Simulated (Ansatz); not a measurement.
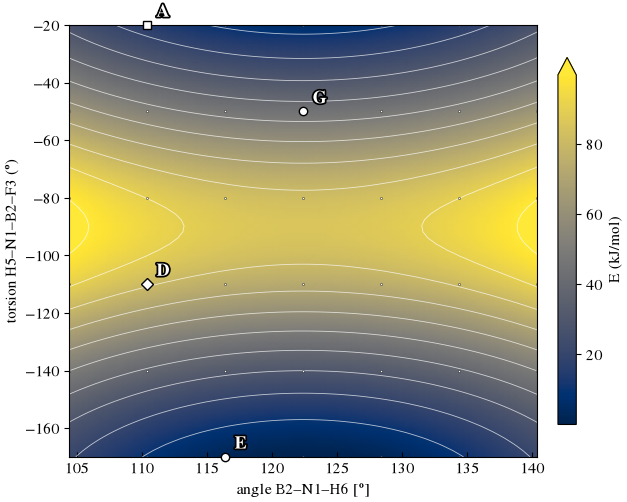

BF₂H₂N, SMILES NB(F)F. Two internal coordinates are moved rigidly from the geometry relaxed at PBE0-D4/def2-TZVP, all others fixed. First axis: angle B2–N1–H6. Second axis: torsion H5–N1–B2–F3. The grid has 7 × 6 points. Points are written as (first, second). Energies: kJ/mol, counted from the lowest grid point. These are results of Ansatz 0.2.0, RKS PBE-D4/def2-TZVPP, not measurements.

The picture shows a smooth colour map with a few white contour lines, dots at the grid points, one colour for all values above the top of the scale, lettered points. Between grid points the surface is interpolated.

**Is A the lowest point of the computed grid?**

No. A lies 16 kJ/mol above the lowest grid point, which is at (122.4°, −170°).

**Rank the lettered points by energy, lowest first.**

E (2.4 kJ/mol), A (16 kJ/mol), G (45 kJ/mol), D (81 kJ/mol).
